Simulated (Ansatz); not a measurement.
## Convergence study of the k-point mesh for a (111) slab of VH2 (cut from a parent of space group no. 225; 12 atoms in the cell)

```yaml
crystal:
  lattice:
    - [2.97533, 0.00000, 0.00000]
    - [1.48766, 2.57671, 0.00000]
    - [0.00000, 0.00000, 22.50269]
  atoms:
    - { symbol: H, position: [0.66667, 0.66667, 0.36505] }
    - { symbol: H, position: [0.00000, 0.00000, 0.31107] }
    - { symbol: H, position: [0.00000, 0.00000, 0.47301] }
    - { symbol: H, position: [0.33333, 0.33333, 0.41903] }
    - { symbol: H, position: [0.33333, 0.33333, 0.58097] }
    - { symbol: H, position: [0.66667, 0.66667, 0.52699] }
    - { symbol: H, position: [0.66667, 0.66667, 0.68893] }
    - { symbol: H, position: [0.00000, 0.00000, 0.63495] }
    - { symbol: V, position: [0.33333, 0.33333, 0.33807] }
    - { symbol: V, position: [0.66667, 0.66667, 0.44602] }
    - { symbol: V, position: [0.00000, 0.00000, 0.55398] }
    - { symbol: V, position: [0.33333, 0.33333, 0.66194] }
```

Method: PBEsol, default PAW files made with PBE (plane waves; Ansatz, an electronic-structure program).

Base settings: basis.ecutwfc = 420 eV; kpoints.mp_grid.grid = 12 12 1; hamiltonian.xc = pbesol; hamiltonian.pseudopotentials = {kind: paw} (the program's default PAW files); scf.occupations.method = gaussian; scf.occupations.width = 0.1 eV.

Only quantities that move along the ladder and can be compared are tabulated.

The count of work is k-points × plane waves × bands × iterations; it is no time. 

The starting cell comes from a database of computed structures (which also holds hypothetical and non-ambient phases and stackings), without a prior relaxation at this level. The slab is cut from that crystal, and its faces are unrelaxed. Its lattice was rescaled by up to half a per cent. Spin polarisation is off. In the base run, forces exceed 1 eV/Å.

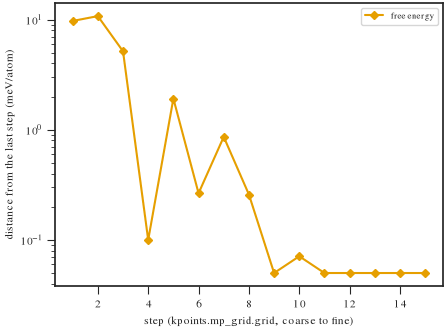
Distance from the last step along the ladder; very small values are drawn at a floor.

| kpoints.mp_grid.grid | free energy less the last step's (meV/atom) | largest difference of a force vector from the last step's (eV/Å) | count of work / last |
|---|---|---|---|
| 3 3 1 | -9.72 | 0.603 | 0.028 |
| 4 4 1 | 10.75 | 0.212 | 0.042 |
| 5 5 1 | 5.16 | 0.045 | 0.041 |
| 6 6 1 | -0.10 | 0.083 | 0.065 |
| 7 7 1 | -1.92 | 0.014 | 0.074 |
| 8 8 1 | 0.26 | 0.043 | 0.093 |
| 9 9 1 | 0.86 | 0.012 | 0.11 |
| 11 11 1 | -0.26 | 0.010 | 0.15 |
| 12 12 1 | 0.01 | 0.007 | 0.18 |
| 13 13 1 | 0.07 | 0.006 | 0.19 |
| 15 15 1 | -0.04 | 0.004 | 0.25 |
| 17 17 1 | 0.03 | 0.003 | 0.31 |
| 20 20 1 | 0.01 | 0.002 | 0.41 |
| 24 24 1 | 0.00 | 0.001 | 0.56 |
| 28 28 1 | 0.00 | 0.000 | 0.74 |
| 33 33 1 | 0.00 | 0.000 | 1.0 |

Coarsest kpoints.mp_grid.grid that holds the forces within 0.005 eV/Å of the last step, with all finer ones: 15 15 1, at 0.25 of the last step's count of work; the step before is off by 0.006 eV/Å.

Coarsest kpoints.mp_grid.grid that holds the free energy within 1 meV/atom of the last step, with all finer ones: 8 8 1, at 0.093 of the last step's count of work; the step before is off by 1.9 meV/atom.

Keys are those of Ansatz 0.2.
